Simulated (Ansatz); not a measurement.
# C2H6ClNOW (SMILES C[N]=[W]([CH3])(=[O])[Cl]): what the fields show

```yaml
atoms:
  - { symbol: C, position_ang: [-2.0532, 0.6460, -0.6666] }
  - { symbol: N, position_ang: [-0.8784, 0.4109, 0.0909] }
  - { symbol: W, position_ang: [0.8132, 0.5765, 0.4666] }
  - { symbol: C, position_ang: [1.5416, -1.3925, 0.2456] }
  - { symbol: O, position_ang: [1.5619, 1.4766, -0.7681] }
  - { symbol: Cl, position_ang: [1.1271, 1.4099, 2.5746] }
  - { symbol: H, position_ang: [-2.5033, -0.3087, -0.9575] }
  - { symbol: H, position_ang: [-1.8408, 1.2215, -1.5744] }
  - { symbol: H, position_ang: [-2.7887, 1.1916, -0.0669] }
  - { symbol: H, position_ang: [1.3403, -1.8034, -0.7451] }
  - { symbol: H, position_ang: [2.6238, -1.3950, 0.4125] }
  - { symbol: H, position_ang: [1.0564, -2.0336, 0.9885] }
```

Geometry: PBE0-D4/def2-TZVP; core potentials replace the inner electrons of W.

These are results of RKS PBE0-D4/def2-TZVPP in Ansatz 0.2.0, not measurements.

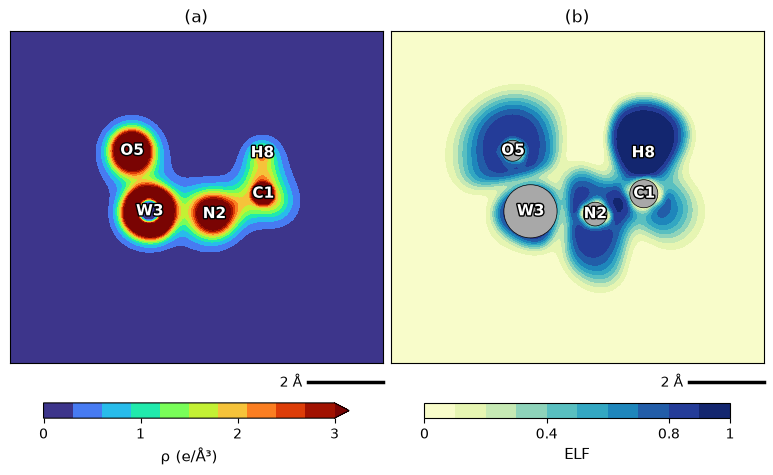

Figure 1. (a) electron density; (b) ELF on the plane of atoms C1, N2 and W3. Grey discs cover the atomic cores in the ELF map.

Question: Read the bonding off the picture.

Answer: The section cuts through C, N, W, O and H sites. C–N (1.42 Å): ρ at the midpoint is about 2 e/Å³; the ELF peaks at about 0.90 between the atoms: localised, covalent bonding. W–O (1.70 Å): the density is about 1.9 e/Å³ at the midpoint; the ELF peaks at about 0.80 in the valence shell of O, 0.5 Å from its nucleus, and drops to about 0.35 between the two atoms. W–N (1.74 Å): ρ at the midpoint is about 1.7 e/Å³; the ELF peaks at about 0.80 in the valence shell of N, 0.6 Å from its nucleus, and is about 0.35 at the midpoint. C–H (1.10 Å): ρ is about 2 e/Å³ halfway; the ELF climbs to about 1 towards the hydrogen, as it does in any bond to H (a covalent bond by its length).

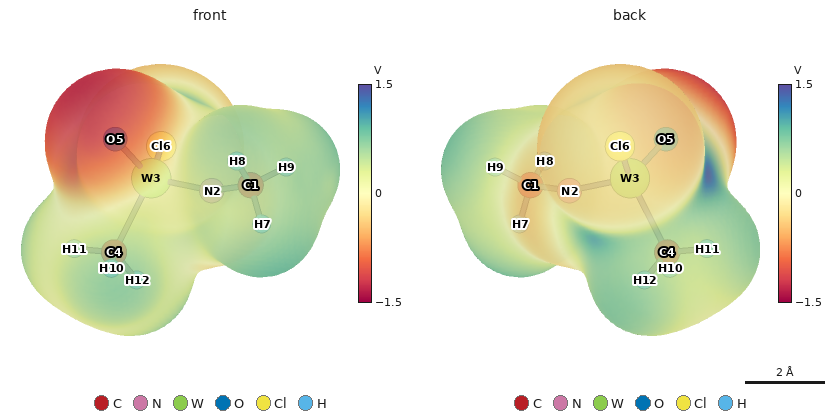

Figure 2. The molecular electrostatic potential painted on the density surface at 0.001 e/bohr³, seen from the front and from behind; red is negative and blue positive.

Question: Which sites attract a positive test charge, and which a negative one?

Answer: A positive charge is drawn to the negative regions and a negative charge to the positive ones. The most negative region (about −1.3 V, or −30 kcal/mol for a unit charge) lies over O5, the most positive (about +1.1 V, or +25 kcal/mol for a unit charge) over W3. O5 is the likeliest acceptor of a hydrogen bond.

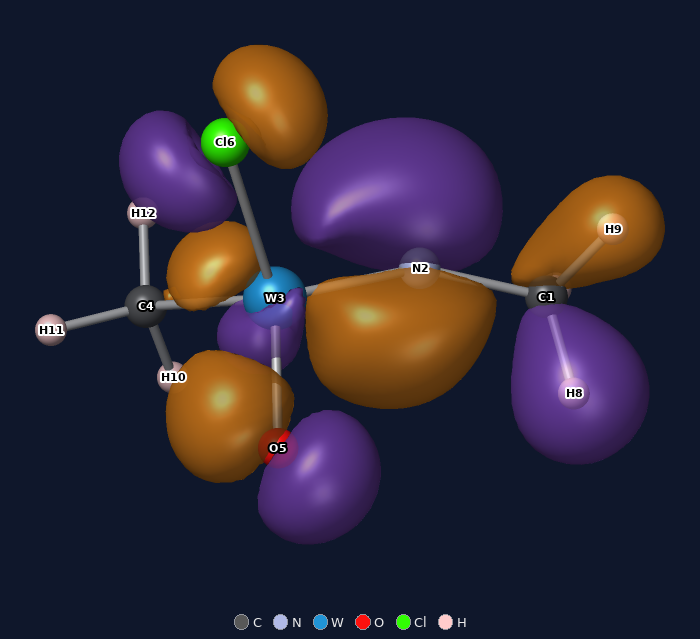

Figure 3. The HOMO at ±0.1 Å⁻³ᐟ² (orange and purple are the two phases), seen from one side.

Question: What is the character of this orbital?

Answer: It lies mainly on N2 (about 45 %), O5 (about 15 %), W3 (about 15 %), C1 (about 10 %) and Cl6 (about 10 %). Its energy is −7.72 eV.
